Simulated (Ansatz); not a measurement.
# W (Im-3m): the Drude term of Re ε in the infrared

Re ε of W (Im-3m) at low photon energies is read from one computed spectrum; the carriers' damping was typed as γ = 0.03 eV.

Symmetry: Im-3m, No. 229, cubic system. The conventional cell has a = 3.165 Å, b = 3.165 Å, c = 3.165 Å, α = 90.00°, β = 90.00°, γ = 90.00°. Around W on site a lie 8 W at 2.74 Å.

Method: Ansatz 0.2.0, PBE, independent particles, k-mesh 16×16×16 with interpolation inside its cells, Gaussian parameter 0.1 eV.

Launch of the response step: `ansatz run input.yaml --threads 4 --pin off --max-ram 8192MiB --backend cpu --events-out ev --progress --plain --runs-dir out`. The run took 4 s, on 4 threads of AMD EPYC 9R45 (Zen 5), on a shared host.

```
photon energy E (eV)  wavelength (µm)    Re ε
                0.25             4.96  -885.7
                0.30             4.13       ?
                0.35             3.54  -429.0
                0.40             3.10  -315.5
                0.50             2.48  -184.8
                0.60             2.07  -122.5
                0.70             1.77   -87.9
```

A Drude term over a constant background gives Re ε = ε_b − ωp²/(E² + γ²), linear in 1/(E² + γ²).

Working, on the rows shown:

| x = 1/(E² + γ²) (eV⁻²) | y = Re ε |
| --- | --- |
| 15.7729 | -885.7 |
| 8.10373 | -429 |
| 6.21504 | -315.5 |
| 3.98565 | -184.8 |
| 2.77085 | -122.5 |
| 2.03707 | -87.9 |

Means: x̄ = 6.4809, ȳ = -337.57. Σ(x − x̄)(y − ȳ) = -7536, Σ(x − x̄)² = 128.8. Slope = -7536 / 128.8 = -58.52; intercept = ȳ − slope · x̄ = 41.677. The line misses the rows shown by at most 10.

Task: What does the fit predict for the withheld row, and how well does it do?

Result: At x = 11.001 the line gives y = -602.08. The run gave -602.1, so the interpolation holds to the digits printed.

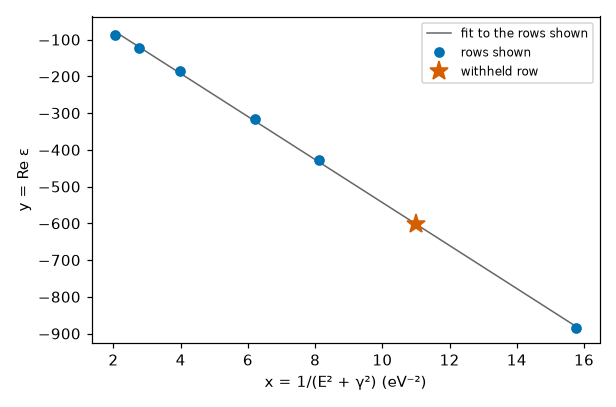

Refitted with all rows, the slope is -58.52 and the intercept 41.678. These give ωp = √(−slope) = 7.65 eV, against 7.70 eV from the program's Fermi-surface sum, and an intercept of 41.7. Taking the program's Drude term off the rows leaves 48 at the lowest energy and 33 at the highest, so the background isn't constant: interband transitions lie in or near the window, and neither fitted number can be trusted. The values come from a sum over the points of one k-mesh and carry its error, which is largest for Fermi-surface quantities. Spin-orbit coupling is left out.

[Logs are printed without paths, hosts, clocks, repeated set-up lines and the standing remarks that a program may print on its own settings, such as how far it seeks lower states.]
